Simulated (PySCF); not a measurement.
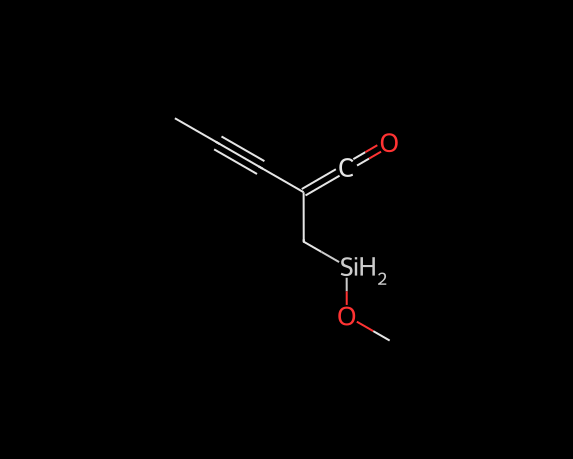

The geometry was computed by an optimisation with GFN2-xTB. No frequency run is at hand to confirm it as a minimum. Properties computed with PBE0/pcSseg-1, gas phase (PySCF 2.14.0).

What does the calculation give?

The species is C7H10O2Si (`CC#CC(=C=O)C[SiH2]OC`).
- dipole moment: 2.59 D
- HOMO energy (Kohn–Sham orbital): −6.02 eV
- LUMO energy (Kohn–Sham orbital): −1.15 eV
- HOMO–LUMO gap: 4.88 eV

The geometry is semi-empirical. Around Si such bond lengths and angles can be off by a tenth of an ångström or more and by several degrees, and values that hang on the shape move with them.
